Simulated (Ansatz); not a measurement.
# Energy over volume and axial ratio for CrO2 (rutile)

CrO₂ (rutile)

```xyz
6
Lattice="4.3924 0.0000 0.0000 0.0000 4.3924 0.0000 0.0000 0.0000 2.8875" Properties=species:S:1:pos:R:3 pbc="T T T"
Cr     0.0000     0.0000     0.0000
Cr     2.1962     2.1962     1.4438
O      1.3322     1.3322     0.0000
O      3.5284     0.8640     1.4438
O      0.8640     3.5284     1.4438
O      3.0602     3.0602     0.0000
```

Two coordinates are scanned: the volume, and the ratio of the stretch along z (the conventional c axis) to the stretch across it. Atoms keep their fractional coordinates.

All values below come from PBEsol (plane waves to 420 eV, PAW, scalar-relativistic; Ansatz, a quantum-chemistry and plane-wave program). k mesh 11×11×16 (Γ-centred), Fermi-Dirac smearing 0.05 eV. E stands for the smeared free energy. As the atoms are clamped, bonds stretch with the cell, which overstates energies and stresses. With partly filled bands, the response to shear is sensitive to the k mesh, so small differences along c/a are uncertain. CrO2 is run spin-polarised and with no Hubbard U. CrO2 was relaxed with its symmetry unable to fall. Relaxed CrO2 ends ferromagnetic. The magnetic order is the one the run started from; other orders were not tried. The zero of ΔE is the relaxed starting cell.

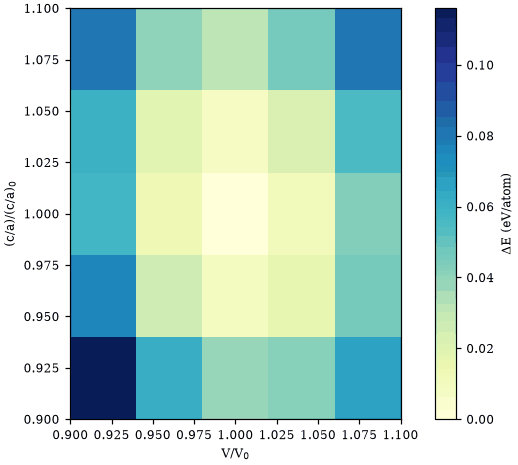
Fig. 1. ΔE (eV/atom) over the 5×5 grid of computed points.

The modulus against c/a change at fixed volume, (3/4V)·∂²E/∂(ln c/a)² (fit, atoms clamped) is 140 GPa, an upper bound as the atoms could relax. Lowest place on the grid: V/V₀ = 1.000, (c/a)/(c/a)₀ = 1.000 (0 meV/atom). Highest place on the grid: V/V₀ = 0.920, (c/a)/(c/a)₀ = 0.920 (116 meV/atom).

Near the relaxed cell σzz − σxx = −2Cδ (compression positive), C being this modulus and δ the logarithm of the ratio.

(A scan under strain: stresses follow from slopes of the energy per volume, elastic moduli from its curvatures.)
